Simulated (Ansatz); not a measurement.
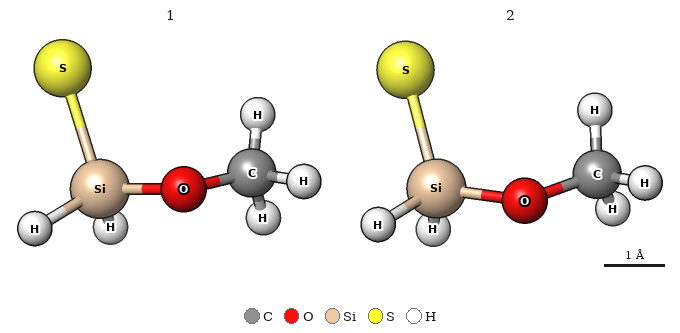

Two geometries of CH$_{5}$OSSi (multiplicity 2) (coarse preliminary run), drawn at one scale. One is the start of a relaxation, the other its converged end. The picture is a ball-and-stick view, seen face on.

Theory: UKS PBE-D4/def2-SVP in Ansatz. Settings: force threshold 0.03 eV/Å; at most 200 steps.

### Which one is relaxed?

Structure 2 is the relaxed one. The start comes from a force field. The largest move after the best rigid fit is that of an H atom, 0.30 Å. By element the largest moves are H 0.30 Å, O 0.21 Å, S 0.21 Å, C 0.10 Å, Si 0.07 Å. Near-neighbour distances that change, for instance: H–Si 1.419 → 1.516 Å, C–O 1.367 → 1.418 Å, C–H 1.065 → 1.114 Å, H–Si 1.541 → 1.499 Å. Among the angles between lasting bonds that change: S–Si–H 110.8° → 101.8°, O–Si–S 108.6° → 116.0°, C–O–Si 116.8° → 123.4°. After 6 accepted moves (7 points after the start) the energy has fallen by 7.52 kcal/mol. Largest force component: 2.8 eV/Å at the start, 0.027 eV/Å at the end. The line search rejected the trial step at point 5 of the run.
